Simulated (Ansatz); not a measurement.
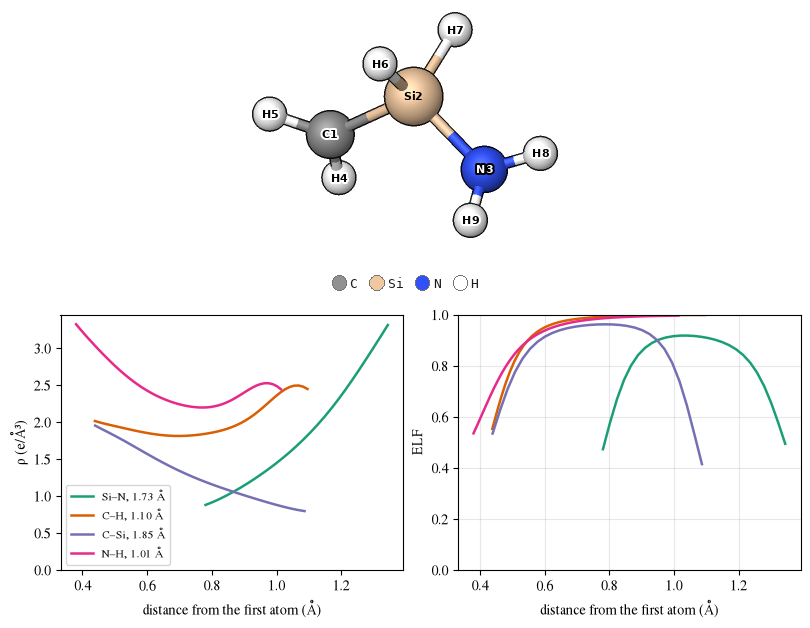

Figure 1: CH6NSi (SMILES [CH2][SiH2]N) (doublet). Electron density and electron localisation function along straight lines between neighbouring atoms. The curves leave out the atomic cores. The structure is drawn too.

The calculation used UKS PBE0/def2-SVP in Ansatz 0.2.0.

The calculation's input:

```
crystal:
  periodic: [false, false, false]
  atoms:
    - { symbol: C, position_ang: [-0.8821, 0.5379, -1.0451] }
    - { symbol: Si, position_ang: [0.533, 0.1161, -0.1393] }
    - { symbol: "N", position_ang: [0.0496, -1.0423, 0.9894] }
    - { symbol: H, position_ang: [-1.4777, -0.1779, -1.4929] }
    - { symbol: H, position_ang: [-1.1714, 1.6194, -1.2098] }
    - { symbol: H, position_ang: [1.0711, 1.2735, 0.6293] }
    - { symbol: H, position_ang: [1.6037, -0.474, -0.9932] }
    - { symbol: H, position_ang: [0.9349, -1.2871, 1.5464] }
    - { symbol: H, position_ang: [-0.5726, -0.6119, 1.6982] }
magnetization:
  spin_polarized: true
  initial_magnetization: 1
basis:
  gaussian: { orbitals: def2-SVP }
hamiltonian:
  xc: pbe0
relax:
  f_tol: 0.015
  max_steps: 40
output:
  orbitals: {}
```

Run with:

```sh
ansatz run input.yaml --threads 2 --pin off --max-ram 3072MiB --backend cpu --events-out ev --progress --plain --runs-dir out
```

The fields are those of the relaxed geometry.

Q: What can be read from the curves?

A: Si–N (1.73 Å): the density is about 1.1 e/Å³ at the midpoint; the ELF peaks at about 0.90 between the atoms; a polar covalent bond.
C–H (1.10 Å): the density is about 1.9 e/Å³ at the midpoint; the ELF climbs to about 1 towards the hydrogen, as it does in any bond to H (a covalent bond by its length).
C–Si (1.85 Å): the density is about 0.98 e/Å³ at the midpoint; the ELF peaks at about 0.95 between the atoms, as expected for localised, covalent bonding.
N–H (1.01 Å): ρ is about 2.7 e/Å³ halfway; the ELF climbs to about 1 towards the hydrogen (an ordinary covalent bond to hydrogen).
